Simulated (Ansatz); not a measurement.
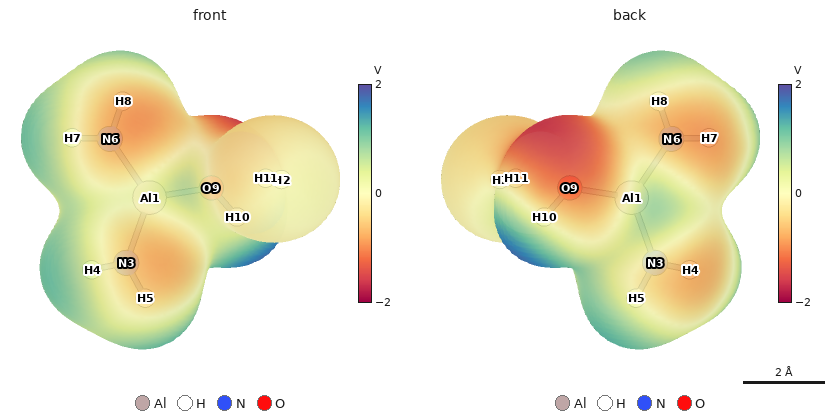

*AlH₅N₂O···H₂. The molecular electrostatic potential painted on the density surface at 0.001 e/bohr³, seen from the front and from behind; the colour scale runs from red (negative) to blue (positive).*

All numbers below come from RKS B3LYP-D4/6-31G* in Ansatz 0.2.0.

Input file:

```
crystal:
  periodic: [false, false, false]
  atoms:
    - { symbol: Al, position_ang: [0.009908, 0.714182, -0.408794] }
    - { symbol: H, position_ang: [-0.053283, -0.15102, 2.216629] }
    - { symbol: "N", position_ang: [1.559413, -0.001516, -0.914601] }
    - { symbol: H, position_ang: [1.63011, -0.883746, -1.407517] }
    - { symbol: H, position_ang: [2.478471, 0.304017, -0.624429] }
    - { symbol: "N", position_ang: [-1.534028, 0.050528, -0.976729] }
    - { symbol: H, position_ang: [-1.621269, -0.803081, -1.511049] }
    - { symbol: H, position_ang: [-2.450755, 0.407062, -0.746713] }
    - { symbol: O, position_ang: [-0.039186, 2.163814, 0.577617] }
    - { symbol: H, position_ang: [0.764489, 2.623471, 0.846451] }
    - { symbol: H, position_ang: [-0.111669, 0.544288, 2.086836] }
basis:
  gaussian: { orbitals: "6-31G*" }
hamiltonian:
  xc: b3lyp
  dispersion: d4
relax:
  f_tol: 0.03
  max_steps: 50
output:
  orbitals: {}
```

Run with:

```sh
ansatz run input.yaml --threads 1 --pin off --max-ram 2048MiB --backend cpu --events-out ev --progress --plain --runs-dir out
```

The fields are those of the run's last geometry, not of the input's.

Where is the surface potential most negative and most positive?

Answer. The most negative region (about −1.6 V) lies over O9, the most positive (about +1.7 V) over H10. O9 is the likeliest acceptor of a hydrogen bond.
